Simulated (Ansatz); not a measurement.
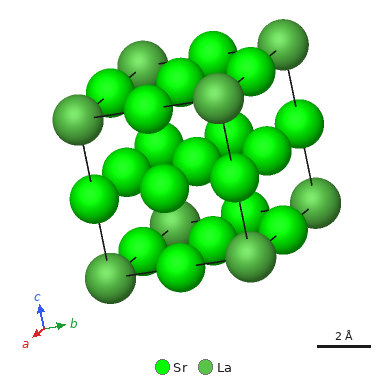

Crystal structure, spheres-only style, seen slightly off an axis. The frame is the simulation cell; atoms at its boundary are shown with their periodic copies.

The program read this input:
```yaml
crystal:
  lattice:
    - [0.0, 5.9292085329, 5.9292085329]
    - [5.9292085329, 0.0, 5.9292085329]
    - [5.9292085329, 5.9292085329, 0.0]
  atoms:
    - { symbol: Sr, position: [0.5, 0.5, 0.5] }
    - { symbol: Sr, position: [0.5, 0.0, 0.0] }
    - { symbol: Sr, position: [0.5, 0.0, 0.5] }
    - { symbol: Sr, position: [0.0, 0.5, 0.5] }
    - { symbol: Sr, position: [0.0, 0.5, 0.0] }
    - { symbol: Sr, position: [0.5, 0.5, 0.0] }
    - { symbol: Sr, position: [0.0, 0.0, 0.5] }
    - { symbol: La, position: [0.0, 0.0, 0.0] }
basis:
  ecutwfc: 420
kpoints:
  mp_grid: { grid: [6, 6, 6] }
  band_path:
    path:
      - [[0.0, 0.0, 0.0], [0.5, 0.0, 0.5], [0.625, 0.25, 0.625]]
      - [[0.375, 0.375, 0.75], [0.0, 0.0, 0.0], [0.5, 0.5, 0.5], [0.5, 0.25, 0.75], [0.5, 0.0, 0.5]]
    npoints: 14
hamiltonian:
  xc: pbe
scf:
  occupations: { method: gaussian, width: 0.1 }
  n_extra_bands: 20
output:
  forces: true
  stress: true
  eigenvalues: true
  populations: true
  dos: { projected: true, de: 0.02, nscf_kmesh: { grid: [8, 8, 8] } }
  bader: true
  write_density: true
  write_potential: true
  elf: true
  volumetric_format: npy
```
Run as:
```sh
ansatz run input.yaml --threads 1 --pin off --max-ram 2560MiB --backend cpu --events-out ev --progress --plain --runs-dir out
```

All computed values are from DFT PBE, scalar-relativistic, plane waves, PAW (Ansatz 0.2.0). Settings: plane waves to 420 eV, k-point mesh 6×6×6, Gaussian smearing of 0.1 eV, no spin polarisation.

### What net charge does each kind of atom have (Bader)?

Sr -0.05 to +0.25 e; La -1.46 e.

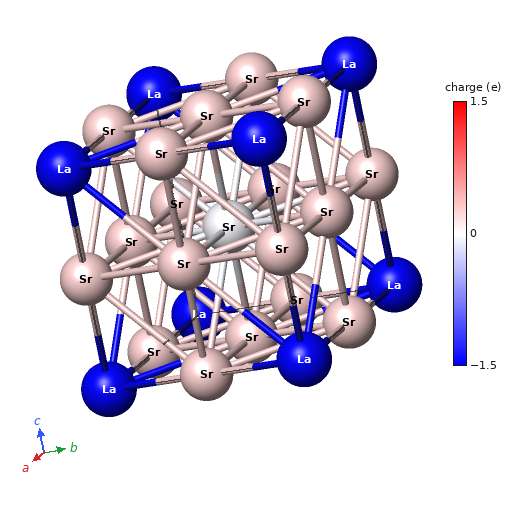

The atoms coloured by those charges.

It derives from a structure type filled with these elements by a generator (whether the compound takes this form wasn't checked). Earlier steps of the study may have refined or changed the cell and positions. Ansatz was used for an electronic-structure calculation on it.
